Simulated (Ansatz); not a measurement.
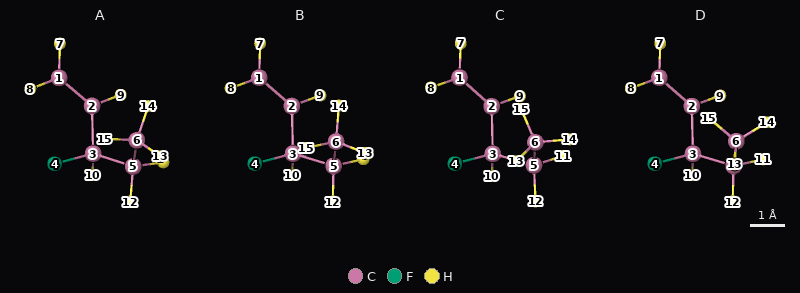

4 geometries from a converged minimum-energy path of C₅H₉F, shuffled. A ball-and-stick model, seen from a free direction.

Level of theory: RKS B3LYP/cc-pVDZ in Ansatz 0.2.0. Run with 7 movable images; climbing image; force threshold 0.03 eV/Å; iteration limit 60; starting path through a guess of the saddle point.

### One of them is the converged climbing image. Which?

D. In order along the path, whose images run from 0 to 8: C (image 2, +0.051 eV), D (image 4, +0.125 eV), A (image 7, +0.012 eV), B (image 8, 0.000 eV). The motion is a rotation about the C5–C6 bond by about 120°. No bond forms or breaks between the ends.

The run took 4.2 min on 2 threads of Arm Neoverse V1 (shared host), peak memory 0.34 GiB.
